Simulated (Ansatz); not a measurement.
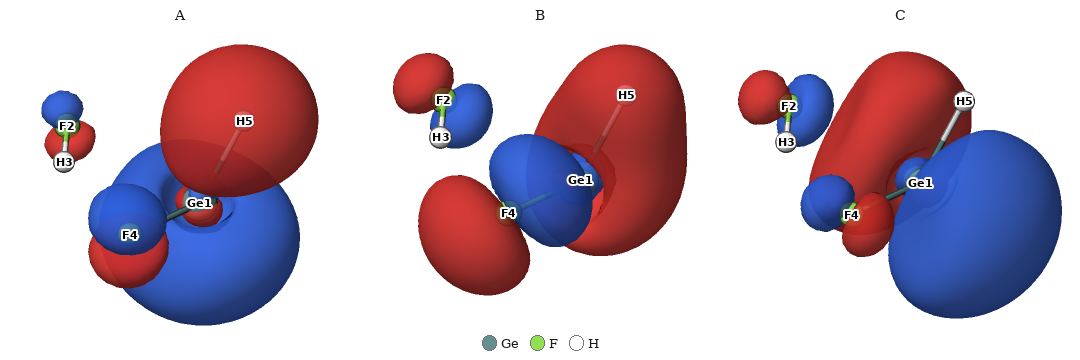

FGeH···HF. Three frontier orbitals at ±0.1 Å⁻³ᐟ² (red and blue are the two phases), in no order.

Method: RKS B3LYP/def2-SVP (Ansatz).

```xyz
5

Ge   -0.0012   -0.3016   -0.9415
F     1.4550   -0.2899    0.8652
H     0.9895    0.5478    0.9458
F    -0.1438    1.2582    0.0341
H    -1.0449   -1.1083   -0.0157
```

Order the three orbitals by energy and name them.

B is the HOMO−1 (−10.53 eV). Its weight (Hirshfeld) is mainly on F4 (about 60 %), Ge1 (about 30 %) and H5 (about 10 %). A is the HOMO (−6.96 eV). By Hirshfeld shares it lies mainly on Ge1 (about 65 %), H5 (about 25 %) and F4 (about 10 %). C is the LUMO (−2.24 eV). Its weight (Hirshfeld) is mainly on Ge1 (about 85 %) and F2 (about 5 %).

What is the HOMO–LUMO gap?

4.72 eV between the orbital energies.
